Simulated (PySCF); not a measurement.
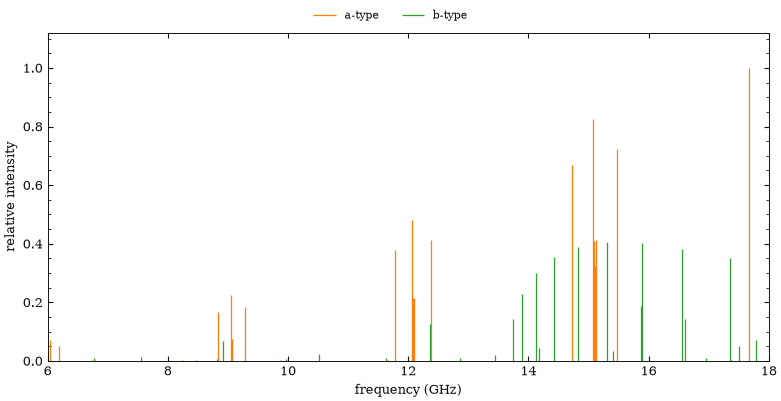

C₅H₇N, SMILES [H]/N=C/C=C\C=C. Simulated rotational absorption lines between 6 and 18 GHz at 5 K: rigid rotor with the equilibrium constants and dipole of one optimised conformer (PBE0-D3(BJ)/def2-SVP, PySCF), commonest isotopes; no centrifugal distortion, hyperfine structure, internal rotation or nuclear-spin weights; lines within 1 MHz of each other are summed. Lines of different type are drawn apart.

What are the rotational constants, and what kind of rotor is it?

Rotational constants A, B, C = 15.18, 1.585, 1.435 GHz; Ray's κ = −0.98, a near-prolate asymmetric top.

Assign the strongest lines, as J(Ka,Kc).

| GHz | upper | lower | type | relative intensity |
| --- | --- | --- | --- | --- |
| 17.66 | 6(1,6) | 5(1,5) | a | 1.00 |
| 15.08 | 5(0,5) | 4(0,4) | a | 0.82 |
| 15.47 | 5(1,4) | 4(1,3) | a | 0.72 |
| 14.72 | 5(1,5) | 4(1,4) | a | 0.67 |
| 12.07 | 4(0,4) | 3(0,3) | a | 0.48 |
| 12.38 | 4(1,3) | 3(1,2) | a | 0.41 |
| 15.12 | 5(2,3) | 4(2,2) | a | 0.41 |
| 15.10 | 5(2,4) | 4(2,3) | a | 0.41 |

Note: coarse grid, loose stop and no frequency check, small forces are noise and the end may be a saddle.
